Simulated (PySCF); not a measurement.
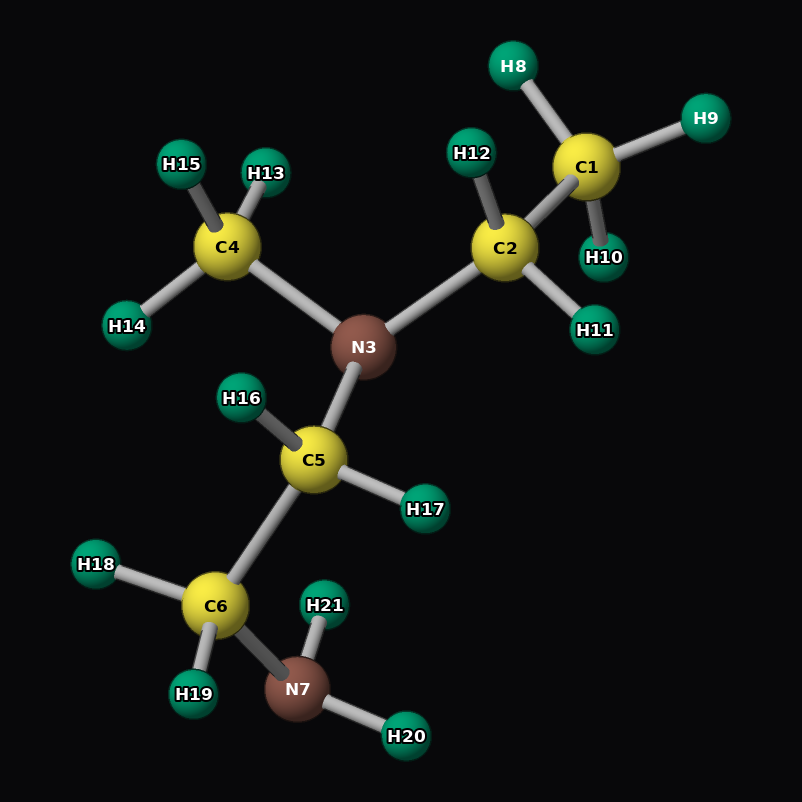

The questions are on isotropic NMR shieldings of the H atoms. The geometry was computed by an optimisation with GFN2-xTB. No frequency run is at hand to confirm it as a minimum. Method: GIAO PBE0/pcSseg-1 NMR shielding, non-relativistic, gas phase (PySCF 2.14.0).

List the isotropic NMR shieldings of the H atoms.

| atom | σ (ppm) |
| --- | --- |
| H8 | 30.33 |
| H9 | 30.60 |
| H10 | 30.65 |
| H11 | 29.28 |
| H12 | 29.40 |
| H13 | 29.23 |
| H14 | 29.22 |
| H15 | 30.53 |
| H16 | 29.49 |
| H17 | 29.58 |
| H18 | 28.84 |
| H19 | 29.13 |
| H20 | 31.92 |
| H21 | 29.97 |
